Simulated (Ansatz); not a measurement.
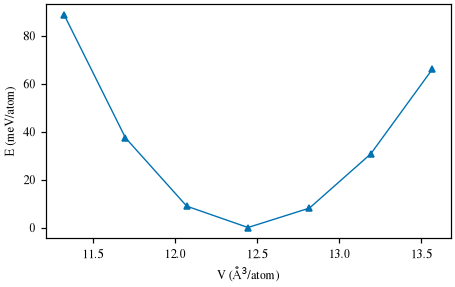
Figure. HfC (NiAs type, space group No. 194) under volume change, plane-wave PAW r²SCAN (Ansatz code), shape and atoms relaxed at each volume.

Question: What does a third-order Birch–Murnaghan fit give for V₀, B₀ and B′?

Answer: V₀ = 12.45 Å³/atom, B₀ = 242 GPa, B′ = 4.0.

Space group P6_3/mmc (NiAs type). The first step of the workflow began from a Materials Project structure, measured or hypothetical; the Crystallography Open Database copy checked does not list it. It is not the phase usual at ambient conditions (space group No. 225). Symmetry was held in the r²SCAN relaxation; whether a distortion lowers the energy is not shown. The run is not spin-polarised. Spin–orbit coupling is left out wherever it is not named.

Potentials: the later of the program's two PAW sets.
